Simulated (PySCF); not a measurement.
# BLYP/6-31G(d) (spherical functions) run of NBrO (nitrosyl bromide)

Aim: the vertical singlet–triplet gap of NBrO (nitrosyl bromide) at BLYP/6-31G* (spherical functions), from 2 runs. The job is set up through a Python script.

The results are computed with PySCF 2.14.0.

### Step 1. The molecule

NBrO: 3 atoms, total charge 0, spin state singlet. As SMILES, `O=NBr`. Geometry: relaxed at PBE0-D4/def2-TZVP.

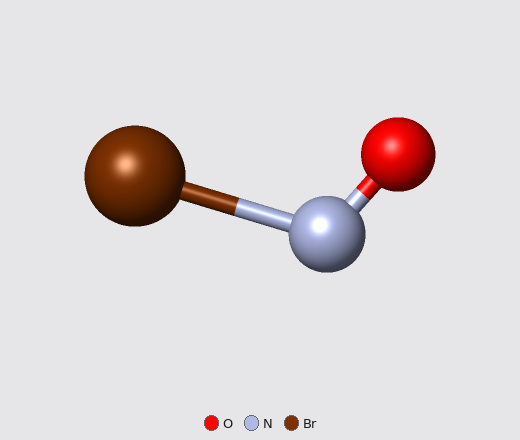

Viewed from a chosen angle; oxygen red, nitrogen light blue, bromine brown.

### Step 2. A single-point energy at BLYP/6-31G(d) (spherical functions)

Contents of input.py:

```python
from pyscf import gto, dft

molecule = gto.M(
    atom='''
O      0.941780    -0.646800     0.448530
N     -0.044940    -0.636480    -0.092930
Br    -0.896840     1.283280    -0.355590
''',
    max_memory=1860,
    spin=0,
    verbose=3,
    basis='6-31g*',
)

ks = dft.RKS(molecule)
ks.xc = 'blyp'
ks.conv_tol = 1e-10
ks.grids.level = 3
ks.kernel()
if not ks.converged:
    ks = ks.newton().run(ks.mo_coeff, ks.mo_occ)

e_tot = ks.e_tot
print('E(%s) = %.9f' % ('BLYP', e_tot))
```

Started as:

```
OMP_NUM_THREADS=1 python input.py
```

Log:

```text
converged SCF energy = -2703.76729417591
E(BLYP) = -2703.767294176
```

It took 5.4 s on 1 thread of Arm Neoverse N1, shared host; peak memory 0.23 GiB.

### Step 3. The triplet

Contents of geometry.xyz:

```xyz
3

O      0.941780    -0.646800     0.448530
N     -0.044940    -0.636480    -0.092930
Br    -0.896840     1.283280    -0.355590
```

Contents of input.py:

```python
from pyscf import gto, dft

system = gto.Mole()
system.atom = 'geometry.xyz'
system.max_memory = 1860
system.spin = 2
system.verbose = 4
system.charge = 0
system.basis = '6-31g*'
system.build()

ks = dft.UKS(system)
ks.xc = 'blyp'
ks.conv_tol = 1e-10
ks.grids.level = 3
ks.kernel()
if not ks.converged:
    ks = ks.newton().run(ks.mo_coeff, ks.mo_occ)

e_final = ks.e_tot
print('E(%s) = %.9f' % ('BLYP', e_final))
```

Started as:

```
OMP_NUM_THREADS=1 python input.py
```

Log:

```text
PySCF version 2.14.0

[INPUT] num. atoms = 3
[INPUT] num. electrons = 50
[INPUT] charge = 0
[INPUT] spin (= nelec alpha-beta = 2S) = 2
[INPUT] symmetry False subgroup None
[INPUT] Mole.unit = angstrom
[INPUT] Symbol           X                Y                Z      unit          X                Y                Z       unit  Magmom
[INPUT]  1 O      0.941780000000  -0.646800000000   0.448530000000 AA    1.779706269593  -1.222274857369   0.847598858651 Bohr   0.0
[INPUT]  2 N     -0.044940000000  -0.636480000000  -0.092930000000 AA   -0.084924292038  -1.202772883763  -0.175612248756 Bohr   0.0
[INPUT]  3 Br    -0.896840000000   1.283280000000  -0.355590000000 AA   -1.694781977555   2.425047741132  -0.671967712634 Bohr   0.0

nuclear repulsion = 140.795785586863
number of shells = 24
number of NR pGTOs = 149
number of NR cGTOs = 60
basis = 6-31g*
ecp = {}

[... 42 lines left out ...]
[... the frontier-level lines of each cycle are left out ...]
[... 11 lines left out ...]
[... 11 lines left out ...]
[... 11 lines left out ...]
[... 11 lines left out ...]
[... 5 lines left out ...]

cycle= 11 E= -2703.69033658334  delta_E= -5.59e-10  |g|= 1.24e-05  |ddm|= 4.47e-05


cycle= 12 E= -2703.69033658335  delta_E= -1.05e-11  |g|= 1.21e-05  |ddm|= 2.15e-05


cycle= 13 E= -2703.69033658343  delta_E= -7.23e-11  |g|= 8.32e-07  |ddm|= 8.58e-06


Extra cycle  E= -2703.6903365834  delta_E= 2.46e-11  |g|= 1.92e-06  |ddm|= 4.56e-06
converged SCF energy = -2703.6903365834  <S^2> = 2.0032145  2S+1 = 3.0021422
E(BLYP) = -2703.690336583
```

Run time: 8.7 s. Hardware: 1 thread of Arm Neoverse N1, shared host; peak memory 0.24 GiB.

### Step 4. Summary of results

Level: BLYP/6-31G* (spherical functions).

| quantity | value |
| --- | --- |
| singlet: total energy | -2703.76729 Eh |
| singlet: dipole moment | 1.87 D |
| singlet: HOMO energy | -6.59 eV |
| singlet: LUMO energy | -4.48 eV |
| singlet: HOMO–LUMO gap | 2.11 eV |
| triplet: total energy | -2703.69034 Eh |
| triplet: dipole moment | 0.12 D |
| triplet: HOMO energy (highest over α and β) | -4.14 eV |
| triplet: ⟨S²⟩ | 2.003 |
| vertical energy of the triplet above the singlet | 2.094 eV |

What this shows: At this shape the triplet lies 2.09 eV (202 kJ/mol) above the singlet. Mulliken charges (singlet) run from -0.12 on Br3 to +0.13 on N2; they depend strongly on the basis.
